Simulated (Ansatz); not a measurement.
Breaking a bond: HF, singlet.

- UMP2 = Ansatz (a first-principles code) with MP2 on UHF/def2-SVP, frozen core
- RCCSDT(Q) = CCSDT(Q) on RHF/def2-SVP, frozen core in Ansatz
- UKS-PBE = Ansatz with unrestricted PBE/def2-SVP
- RCCSDTQ = CCSDTQ on RHF/def2-SVP, frozen core run with Ansatz

Energies are in kcal/mol, each relative to the lowest point of its own curve near equilibrium.

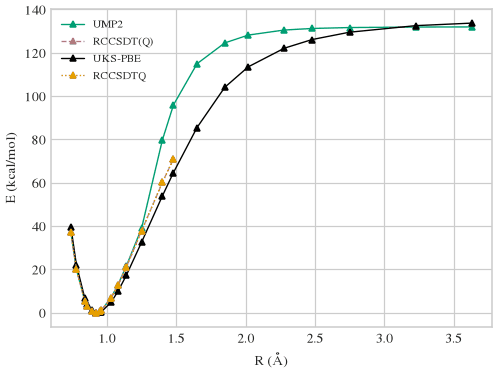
*Energy against bond length for each method.*

```json
[
 {"R / Å": "0.74", "UMP2": "37.2", "RCCSDT(Q)": "37.3", "UKS-PBE": "39.7", "RCCSDTQ": "37.3"},
 {"R / Å": "0.78", "UMP2": "20.0", "RCCSDT(Q)": "20.1", "UKS-PBE": "22.1", "RCCSDTQ": "20.1"},
 {"R / Å": "0.84", "UMP2": "5.5", "RCCSDT(Q)": "5.5", "UKS-PBE": "6.8", "RCCSDTQ": "5.5"},
 {"R / Å": "0.86", "UMP2": "2.9", "RCCSDT(Q)": "3.0", "UKS-PBE": "3.9", "RCCSDTQ": "3.0"},
 {"R / Å": "0.89", "UMP2": "0.7", "RCCSDT(Q)": "0.7", "UKS-PBE": "1.2", "RCCSDTQ": "0.7"},
 {"R / Å": "0.92", "UMP2": "0.0", "RCCSDT(Q)": "0.0", "UKS-PBE": "0.0", "RCCSDTQ": "0.0"},
 {"R / Å": "0.95", "UMP2": "0.6", "RCCSDT(Q)": "0.6", "UKS-PBE": "0.1", "RCCSDTQ": "0.6"},
 {"R / Å": "0.96", "UMP2": "1.1", "RCCSDT(Q)": "1.0", "UKS-PBE": "0.4", "RCCSDTQ": "1.0"},
 {"R / Å": "1.03", "UMP2": "6.8", "RCCSDT(Q)": "6.7", "UKS-PBE": "4.7", "RCCSDTQ": "6.7"},
 {"R / Å": "1.08", "UMP2": "12.9", "RCCSDT(Q)": "12.6", "UKS-PBE": "9.8", "RCCSDTQ": "12.6"},
 {"R / Å": "1.14", "UMP2": "21.5", "RCCSDT(Q)": "20.9", "UKS-PBE": "17.2", "RCCSDTQ": "20.9"},
 {"R / Å": "1.25", "UMP2": "38.9", "RCCSDT(Q)": "37.7", "UKS-PBE": "32.5", "RCCSDTQ": "37.7"},
 {"R / Å": "1.40", "UMP2": "79.6", "RCCSDT(Q)": "60.1", "UKS-PBE": "53.8", "RCCSDTQ": "60.1"},
 {"R / Å": "1.48", "UMP2": "95.9", "RCCSDT(Q)": "70.9", "UKS-PBE": "64.6", "RCCSDTQ": "70.9"},
 {"R / Å": "1.65", "UMP2": "114.9", "RCCSDT(Q)": "—", "UKS-PBE": "85.4", "RCCSDTQ": "—"},
 {"R / Å": "1.85", "UMP2": "124.5", "RCCSDT(Q)": "—", "UKS-PBE": "104.0", "RCCSDTQ": "—"},
 {"R / Å": "2.02", "UMP2": "128.1", "RCCSDT(Q)": "—", "UKS-PBE": "113.5", "RCCSDTQ": "—"},
 {"R / Å": "2.28", "UMP2": "130.5", "RCCSDT(Q)": "—", "UKS-PBE": "122.1", "RCCSDTQ": "—"},
 {"R / Å": "2.48", "UMP2": "131.2", "RCCSDT(Q)": "—", "UKS-PBE": "126.1", "RCCSDTQ": "—"},
 {"R / Å": "2.75", "UMP2": "131.6", "RCCSDT(Q)": "—", "UKS-PBE": "129.5", "RCCSDTQ": "—"},
 {"R / Å": "3.23", "UMP2": "131.9", "RCCSDT(Q)": "—", "UKS-PBE": "132.5", "RCCSDTQ": "—"},
 {"R / Å": "3.63", "UMP2": "131.9", "RCCSDT(Q)": "—", "UKS-PBE": "133.7", "RCCSDTQ": "—"}
]
```

At the longest distance, 3.63 Å, UKS-PBE lies highest above its minimum (133.7 kcal/mol) and UMP2 lowest (131.9 kcal/mol).

A dash means that the run gave no value there, or that the column was ended at a point which the program doubted or which failed a test of continuity chosen for this set; such a test can also cut sound points.

The unrestricted determinant behind UMP2 is spin-contaminated at 1.40 to 3.63 Å (<S²> up to 1.0, against 0.00 for a pure singlet). The T1 diagnostic of CCSD on the restricted reference of RCCSDT(Q), RCCSDTQ exceeds 0.045 at 1.85 to 3.63 Å. The unrestricted determinant behind UKS-PBE is spin-contaminated at 1.85 to 3.63 Å (<S²> up to 0.9, against 0.00 for a pure singlet).
